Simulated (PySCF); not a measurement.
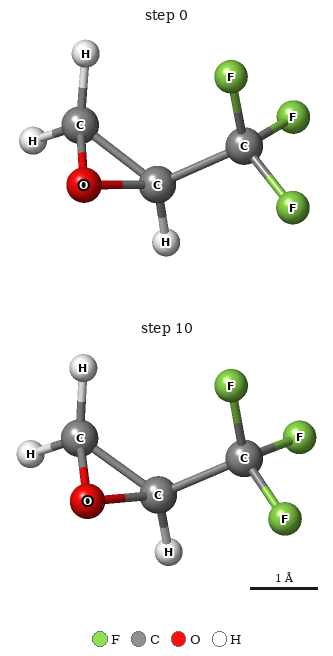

The structure of C3H3F3O before (top) and after (bottom) a relaxation, at one scale.

Style: ball-and-stick. Shown at a tilt.

The start comes from GFN2-xTB. Its atoms were then displaced at random by about 0.01 Å.

Theory: PySCF 2.14.0, density-fitted response routines, PBE0-D3(BJ)/def2-SVP geometry optimisation, gas phase. 

> Describe what moved and what it gained.

The largest moves after the best rigid fit, 0.14 Å, are those of F atoms. Largest moves by element: F 0.14 Å, H 0.11 Å, O 0.07 Å, C 0.05 Å. Among the contacts that change: C–O 1.386 → 1.412 Å, C–H 1.074 → 1.098 Å, C–F 1.352 → 1.332 Å, C–C 1.523 → 1.506 Å. Over 10 geometry steps the energy falls by 5.26 kJ/mol. Cost: 84 s on 1 thread of Arm Neoverse N1 (shared host).
